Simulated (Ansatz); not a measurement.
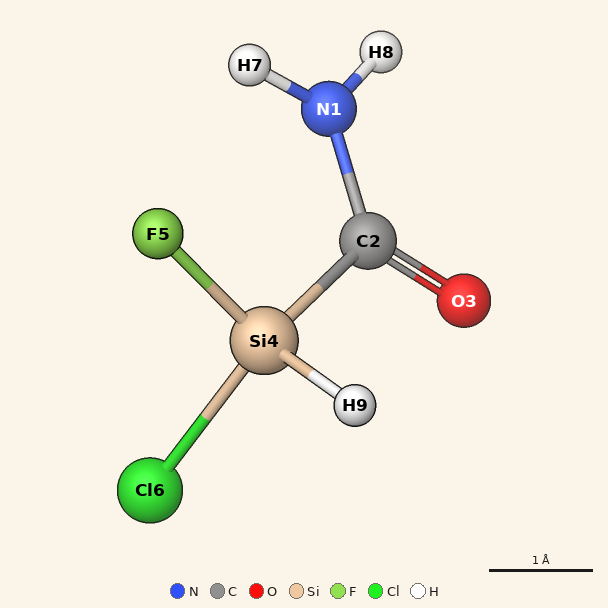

The view is orthographic, and the bar gives the scale. The computed structure is the end point of a PBE-D4/def2-SVP optimisation. No frequency run is at hand to confirm it as a minimum.

Give an XYZ file in the frame of the picture: x to the right, y up, z towards the viewer, origin at the mean of the atomic positions.

```xyz
9
CH3ClFNOSi
N    0.26   1.36  -0.76
C    0.64   0.08  -0.51
O    1.58  -0.51  -1.06
Si  -0.37  -0.89   0.80
F   -1.40   0.15   1.55
Cl  -1.48  -2.35  -0.14
H   -0.51   1.79  -0.24
H    0.77   1.91  -1.46
H    0.51  -1.53   1.83
```
